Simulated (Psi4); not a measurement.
**InH2OF (SMILES [OH][InH][F]) at CCSD/def2-SVP (core potential)**

What is the energy change on altering one bond length of InH2OF at CCSD/def2-SVP (core potential)? 

Program for the calculation: Psi4 1.11.

10 further runs of the same task are left out: 10 that didn't finish.

## 1. The molecule

The species is InH2OF (5 atoms), meant as a singlet with charge 0. SMILES: `[OH][InH][F]`. The coordinates come from a PBE0-D4/def2-TZVP relaxation. This is a higher conformer, about 10 kJ/mol above the lowest found by a separate search.

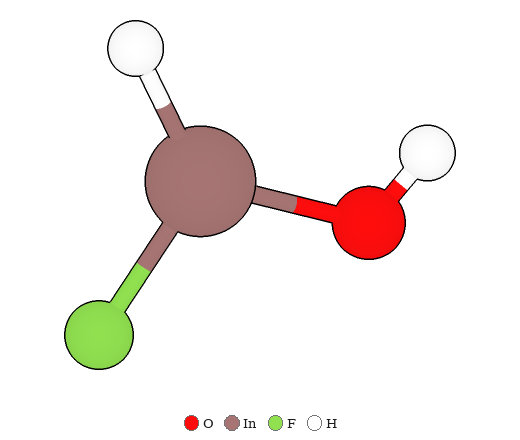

Viewed from a chosen angle; oxygen red, indium brown, fluorine green, hydrogen white.

## 2. A single-point energy at CCSD/def2-SVP (core potential)

Contents of job.py:

```python
import psi4

psi4.set_memory('2200 MB')
psi4.set_num_threads(1)
psi4.set_output_file('fh2ino.out', False)

molecule = psi4.geometry("""
0 1
O     -1.279500    -0.345900    -0.577400
In     0.480100     0.042500     0.210000
F      1.185900    -1.654700     0.841500
H     -1.725200     0.429800    -0.925700
H      1.388500     1.454700     0.410200
symmetry c1
no_reorient
no_com
""")

psi4.set_options({
    'basis': 'def2-SVP',
    'puream': True,
    'e_convergence': 1e-09,
    'd_convergence': 1e-08,
    'scf_type': 'pk',
    'num_frozen_docc': 6,
})

e_tot = psi4.energy('ccsd', molecule=molecule)
print('E =', round(e_tot, 9))
for k, v in sorted(psi4.core.scalar_variables().items()):
    print(f'{k:45s} {v:18.10f}')
```

Command:

```bash
$ python job.py
```

fh2ino.out:

```text
[...]
    !!!  WARNING: ECP capability is in beta. Please check occupations closely.  !!!
[...]
  Running in c1 symmetry.
[...]
  Nuclear repulsion =  128.357212484484592
[...]
  Multiplicity = 1
[...]
  Nalpha       = 20
  Nbeta        = 20
[...]
    Number of basis functions: 64
[...]
   @RHF iter   1:  -364.36768986421060   -1.93793e+00   1.04570e-02 DIIS/ADIIS
[...]
   @RHF iter  12:  -364.54834421484821   -2.67164e-12   4.00576e-09 DIIS
[...]
    Orbital Energies [Eh]
    ---------------------
    Doubly Occupied:
       1A    -26.191888     2A    -20.534199     3A     -5.417293
       4A     -3.680351     5A     -3.672184     6A     -3.670820
       7A     -1.443993     8A     -1.274025     9A     -1.065811
      10A     -1.064977    11A     -1.061838    12A     -1.059345
      13A     -1.049089    14A     -0.646136    15A     -0.587007
      16A     -0.557685    17A     -0.556756    18A     -0.519050
      19A     -0.480235    20A     -0.461047
[...]
  @RHF Final Energy:  -364.54834421484821
   => Energetics <=
    Nuclear Repulsion Energy =            128.3572124844845916
    One-Electron Energy =                -835.8236593371900653
    Two-Electron Energy =                 342.9181026378573165
    Total Energy =                       -364.5483442148482141
[...]
 Multipole Moments:
 ------------------------------------------------------------------------------------
     Multipole            Electronic (a.u.)      Nuclear  (a.u.)        Total (a.u.)
 ------------------------------------------------------------------------------------
 L = 1.  Multiply by 2.5417464519 to convert [e a0] to [Debye]
 Dipole X            :        -19.2451794           19.2421363           -0.0030431
 Dipole Y            :         29.9667909          -28.1238491            1.8429418
 Dipole Z            :        -13.2578263           12.9423563           -0.3154700
 Magnitude           :                                                    1.8697500
[...]
      * MP2 total energy                      = -365.018559713329864
[...]
      * CCSD total energy                     = -365.031982982914428
```

The script printed:

```text
E = -365.031982983
CC D1 DIAGNOSTIC                                    0.0562810901
CC D2 DIAGNOSTIC                                    0.1490560350
CC NEW D1 DIAGNOSTIC                                0.0562810901
CC T1 DIAGNOSTIC                                    0.0157569754
CCSD CORRELATION ENERGY                            -0.4836387681
CCSD DOUBLES ENERGY                                -0.4836387681
CCSD ITERATIONS                                    16.0000000000
CCSD OPPOSITE-SPIN CORRELATION ENERGY              -0.3729104065
CCSD SAME-SPIN CORRELATION ENERGY                  -0.1107283616
CCSD SINGLES ENERGY                                 0.0000000000
CCSD TOTAL ENERGY                                -365.0319829829
CURRENT CORRELATION ENERGY                         -0.4836387681
CURRENT ENERGY                                   -365.0319829829
CURRENT REFERENCE ENERGY                         -364.5483442148
DD SOLVATION ENERGY                                 0.0000000000
HF KINETIC ENERGY                                 248.6632165524
HF POTENTIAL ENERGY                              -613.2115607673
HF TOTAL ENERGY                                  -364.5483442148
HF VIRIAL RATIO                                     2.4660324485
MP2 CORRELATION ENERGY                             -0.4702154985
MP2 DOUBLES ENERGY                                 -0.4702154985
MP2 OPPOSITE-SPIN CORRELATION ENERGY               -0.3446502131
MP2 SAME-SPIN CORRELATION ENERGY                   -0.1255652854
MP2 SINGLES ENERGY                                 -0.0000000000
MP2 TOTAL ENERGY                                 -365.0185597133
NUCLEAR REPULSION ENERGY                          128.3572124845
ONE-ELECTRON ENERGY                              -835.8236593372
PCM POLARIZATION ENERGY                             0.0000000000
PE ENERGY                                           0.0000000000
SCF ITERATION ENERGY                             -364.5483442148
SCF ITERATIONS                                     12.0000000000
SCF TOTAL ENERGY                                 -364.5483442148
TWO-ELECTRON ENERGY                               342.9181026379
```

Wall time 32 s (1 thread of Intel Xeon at 2.50GHz (Skylake/Cascade Lake), shared host); peak memory 0.3 GiB.

## 3. The distorted shape at the same level

Contents of calc.dat:

```
memory 2.2 GB

molecule mol {
  0 1
  O
  In 1 1.96648
  F 2 4.2758 1 106.41366
  H 1 0.960037 2 113.64659 3 179.99724
  H 2 1.691029 1 133.86976 4 0.0021
  symmetry c1
  no_reorient
  no_com
}

set globals {
  reference rhf
  puream true
  e_convergence 1e-09
  d_convergence 1e-08
  scf_type pk
  num_frozen_docc 6
}

result, w = energy('ccsd/def2-SVP', return_wfn=True)
```

Command:

```bash
$ psi4 calc.dat calc.out -n 1
```

calc.out:

```text
[...]
    !!!  WARNING: ECP capability is in beta. Please check occupations closely.  !!!
[...]
  Running in c1 symmetry.
[...]
  Nuclear repulsion =   94.432734216672642
[...]
  Multiplicity = 1
[...]
  Nalpha       = 20
  Nbeta        = 20
[...]
    Number of basis functions: 64
[...]
   @RHF iter   1:  -364.08958703699199   -1.87326e+00   1.14411e-02 DIIS/ADIIS
[...]
   @RHF iter  18:  -364.31229827861080   -1.98952e-12   1.96406e-09 DIIS
[...]
    Orbital Energies [Eh]
    ---------------------
    Doubly Occupied:
       1A    -25.968589     2A    -20.613382     3A     -5.538164
       4A     -3.797588     5A     -3.795534     6A     -3.788468
       7A     -1.351402     8A     -1.189841     9A     -1.183357
      10A     -1.182793    11A     -1.178426    12A     -1.175412
      13A     -1.162048    14A     -0.710725    15A     -0.629894
      16A     -0.554318    17A     -0.542157    18A     -0.335688
      19A     -0.335511    20A     -0.281991
[...]
  @RHF Final Energy:  -364.31229827861080
   => Energetics <=
    Nuclear Repulsion Energy =             94.4327342166726424
    One-Electron Energy =                -766.8594892140397405
    Two-Electron Energy =                 308.1144567187562870
    Total Energy =                       -364.3122982786107968
[...]
 Multipole Moments:
 ------------------------------------------------------------------------------------
     Multipole            Electronic (a.u.)      Nuclear  (a.u.)        Total (a.u.)
 ------------------------------------------------------------------------------------
 L = 1.  Multiply by 2.5417464519 to convert [e a0] to [Debye]
 Dipole X            :          0.0002183           -0.0002024            0.0000159
 Dipole Y            :         34.1819672          -28.0709524            6.1110148
 Dipole Z            :          5.5347593           -6.5885307           -1.0537714
 Magnitude           :                                                    6.2012044
[...]
      * MP2 total energy                      = -364.797130299426328
[...]
      * CCSD total energy                     = -364.830534363633262
[...]
```

Wall time 86 s (1 thread of Intel Xeon at 2.50GHz (Skylake/Cascade Lake), shared host); peak memory 0.3 GiB.

## 4. What came out

Level: CCSD/def2-SVP (core potential), 6 core orbitals frozen.

| quantity | value |
| --- | --- |
| first shape: total energy | -365.03198 Eh |
| first shape: HOMO energy (Hartree–Fock orbitals) | -12.55 eV |
| first shape: LUMO energy (Hartree–Fock orbitals) | 1.19 eV |
| first shape: HOMO–LUMO gap (Hartree–Fock orbitals) | 13.73 eV |
| first shape: correlation energy (6 core orbitals frozen) | -483.6 mEh |
| first shape: T1 diagnostic | 0.016 |
| distorted shape: total energy | -364.83053 Eh |
| distorted shape: HOMO energy (Hartree–Fock orbitals) | -7.67 eV |
| distorted shape: LUMO energy (Hartree–Fock orbitals) | -2.47 eV |
| distorted shape: HOMO–LUMO gap (Hartree–Fock orbitals) | 5.21 eV |
| distorted shape: correlation energy (6 core orbitals frozen) | -518.2 mEh |
| distorted shape: T1 diagnostic | 0.130 |
| energy change with the In2–F3 bond stretched from 1.944 to 4.276 Å | 5.482 eV |

In words: With the In2–F3 bond stretched from 1.944 to 4.276 Å the energy rises by 5.48 eV (529 kJ/mol). The first shape isn't relaxed at this level, so the change isn't measured from a minimum. The T1 diagnostic (distorted shape) of 0.130 is above the customary mark for such species, so a single reference may not serve.
